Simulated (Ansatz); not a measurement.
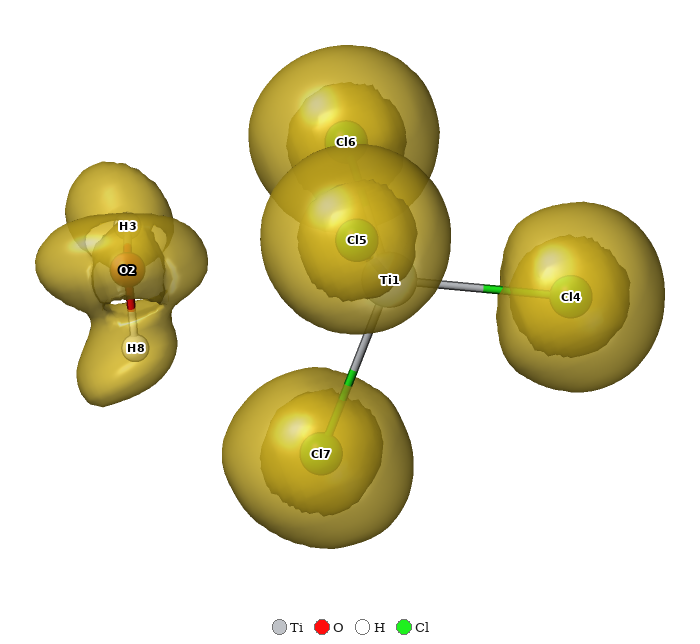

Figure 1: Cl$_{4}$Ti···H$_{2}$O. Isosurface of the ELF at 0.8 (yellow), seen across its widest extent. Core shells and regions of very low density are left out.

Not at a stationary point (largest force 1.5 eV/Å).

The calculation used Ansatz, RKS PBE-D4/def2-SVP.

Input

```
crystal:
  periodic: [false, false, false]
  atoms:
    - { symbol: Ti, position_ang: [0.0, 0.0, 0.0] }
    - { symbol: O, position_ang: [0.0, 0.0, 2.27] }
    - { symbol: H, position_ang: [-0.9095, -0.2814, 2.6071] }
    - { symbol: Cl, position_ang: [2.2349, 0.0, -0.7892] }
    - { symbol: Cl, position_ang: [-1.1163, 1.9339, -0.7892] }
    - { symbol: Cl, position_ang: [-1.1163, -1.9339, -0.7892] }
    - { symbol: Cl, position_ang: [1.3935, -2.1162, 0.8419] }
    - { symbol: H, position_ang: [0.7257, -1.102, 2.0419] }
basis:
  gaussian: { orbitals: def2-SVP }
hamiltonian:
  xc: pbe
  dispersion: d4
relax:
  f_tol: 0.15
  max_steps: 25
  restrain:
    - { distance: [0, 6], at: 2.37, k: 30.0 }
    - { distance: [7, 1], at: 1.01, k: 30.0 }
    - { distance: [0, 1], at: 3.12, k: 30.0 }
    - { distance: [7, 6], at: 2.57, k: 30.0 }
output:
  orbitals: {}
```

Launched as:

```sh
ansatz run input.yaml --threads 4 --pin off --max-ram 5120MiB --backend cpu --events-out ev --progress --plain --runs-dir out
```

The fields are those of the run's last geometry, not of the input's.

Identify the bonds, lone pairs and shells in this picture.

The ELF exceeds this value in four regions wrapped around Cl (the valence shell of each) and one joined region spread over several atoms (H, O), in which their bonds and any lone pairs are merged. Along the contacts the grid gives the following. Ti1···O2 (3.11 Å): the ELF dips to about 0 between them. Ti–Cl (2.16 Å): the ELF peaks at about 0.80 in the valence shell of Cl, 0.8 Å from its nucleus, and is about 0.35 at the midpoint.
